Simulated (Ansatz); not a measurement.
## Fields on a plane of FeCo (CsCl type)

```xyz
2
Lattice="2.8451 0.0000 0.0000 0.0000 2.8451 0.0000 0.0000 0.0000 2.8451" Properties=species:S:1:pos:R:3 pbc="T T T"
Fe     0.0000     0.0000     0.0000
Co     1.4225     1.4225     1.4225
```

The slice is a {210} plane (indices of the conventional cell) through the point (0.000, 0.000, 0.000) (fractional), spanned by u = [100] and v = [021] in vectors of this cell: u (2.85 Å) and v (6.36 Å, at 90° to u). It covers one period; positions are fractions (u, v).

Atoms on it: Fe at (0.00, 0.00). Other atoms lie within 1 Å of the plane.

The numbers are results of PBE (plane waves to 420 eV, PAW, scalar-relativistic; Ansatz, a quantum-chemistry and plane-wave program), not measurements. k mesh 16×16×16. Near the nuclei the fields are pseudised (PAW); where an atom keeps semicore shells as valence, they peak there. FeCo was relaxed with its symmetry unable to fall. Relaxed FeCo ends ferromagnetic. The magnetic order is the one the run started from; other orders were not tried.

```
|xxxxxxxx22888822xxxxxx|
|xxxxxxxx55888855xxxxxx|
|xxxxxx226677776622xxxx|
|1122445544222244554422|
|88886622xxxxxxxx226688|
|999955xxxxxxxxxxxx5599|
|998844xxxxxxxxxxxx4488|
|887744xxxxxxxxxxxx4477|
|77775500xxxxxxxx005577|
|7777775522xxxx22557777|
|8888888877777777888888|
|8888999999999999999988|
|8888888877777777888888|
|7777775522xxxx22557777|
|77775500xxxxxxxx005577|
|887744xxxxxxxxxxxx4477|
|998844xxxxxxxxxxxx4488|
|999955xxxxxxxxxxxx5599|
|88886622xxxxxxxx226688|
|1122445544222244554422|
|xxxxxx226677776622xxxx|
|xxxxxxxx55888855xxxxxx|
|xxxxxxxx22888822xxxxxx|
|xxxxxxxx00777700xxxxxx|
```
Scale: ten equal steps from 5.53 (start of '0') to 11.81 (end of '9'), in the order '0123456789'. Values: electrostatic potential energy of an electron, from the cell's mean, in eV. The map has 11 points along u (two characters each, u = 0 at the left) and 24 along v (v = 0 in the bottom row). Points within 1 Å of a nucleus are blanked (x), as the pseudised field means little there. The zero, the cell's mean, hangs on the PAW cores.

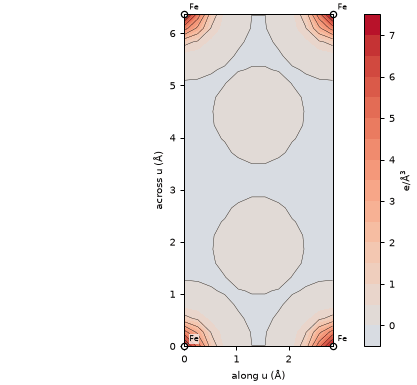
Figure: Spin density, up minus down in e/Å³, one period of the plane, atoms marked.
